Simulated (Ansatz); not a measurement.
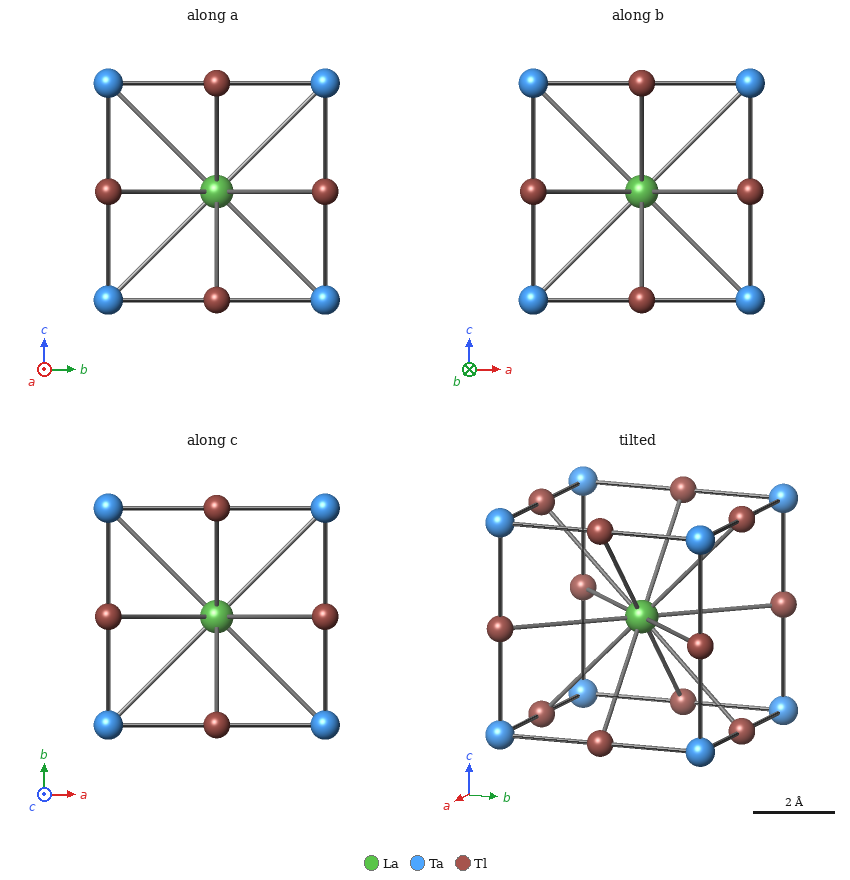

A ball-and-stick rendering, viewed along the a axis, along the b axis, along the c axis and slightly off an axis. The lines enclose the conventional unit cell; boundary atoms appear with their images.

Lattice parameters: a = 5.413 Å, b = 5.413 Å, c = 5.413 Å, α = 90.00°, β = 90.00°, γ = 90.00°.

> Write down what is shown as a table of Wyckoff sites.

Space group Pm-3m (No. 221).
```
atom  site       x       y       z
  La    1b  0.5000  0.5000  0.5000
  Ta    1a  0.0000  0.0000  0.0000
  Tl    3d  0.5000  0.0000  0.0000
```

The structure was taken from a structure type filled with these elements by a generator (whether the compound takes this form wasn't checked). Earlier steps of the study may have refined or changed the cell and positions. Ansatz was used for an electronic-structure calculation on it.
